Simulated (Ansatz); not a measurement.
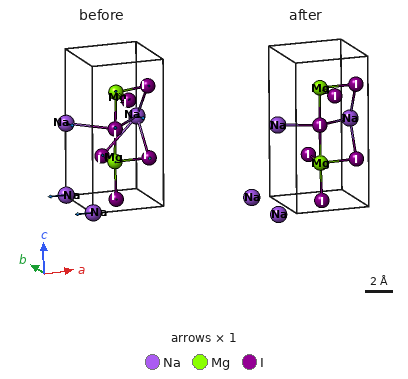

The structure of a crystal of NaMgI₃ (built on the cubic perovskite type) before (left) and after (right) a relaxation, at one scale. The blue arrows give the displacements (the part carried along by the change of the cell is left out), at their true length.

A ball-and-stick model of the cell of the calculation, seen slightly off an axis.

Case: shaken.

Theory: DFT, PBEsol, plane waves, PAW in Ansatz. Settings: plane-wave cutoff 420 eV; k-point mesh 4 × 4 × 2; occupations fermi dirac; smearing width 0.05 eV; no spin polarisation; cell and atoms relaxed; force threshold 0.01 eV/Å; at most 120 steps.

### Describe what moved and what it gained.

Over 16 accepted moves (18 points after the start) the energy falls by 87.5 meV per atom. Largest force component: 0.97 eV/Å at the start, 0.0081 eV/Å at the end. The pressure goes from 0.30 to 0.00 GPa. The line search rejected the trial step at point 13 of the run. At 1 point the geometry stayed and the basis and grid were re-selected for the new cell (energy shift of 0.1 meV per atom at most each time). A Na atom moves most relative to the cell: 1.48 Å along −a. Largest moves by element: Na 1.48 Å, I 0.42 Å, Mg 0.33 Å. The drawn cell changes as follows: a 5.716 → 5.814 Å (+1.7 %), b 5.889 → 5.814 Å (−1.3 %), c 11.401 → 11.685 Å (+2.5 %), α 89.4° → 90.0°, β 89.4° → 90.1°, γ 89.5° → 89.9°; the volume changes by +3.0 %. Among the contacts that change: I–Na 3.968 → 5.459 Å, I–Na 4.183 → 3.147 Å, I–Na 4.114 → 3.145 Å, I–Na 4.133 → 3.176 Å. Among the angles between lasting bonds that change: I–Mg–I 162.4° → 175.0°, Mg–I–Mg 162.4° → 175.0°, I–Mg–I 100.5° → 88.7°. Within 0.06 Å the space group is P1 at the start and Ama2 at the end; at a tighter tolerance small leftover displacements or strains of the cell lower it. Cost: 6.1 min on 2 threads of Arm Neoverse V2 (shared host), peak memory 0.9 GiB.
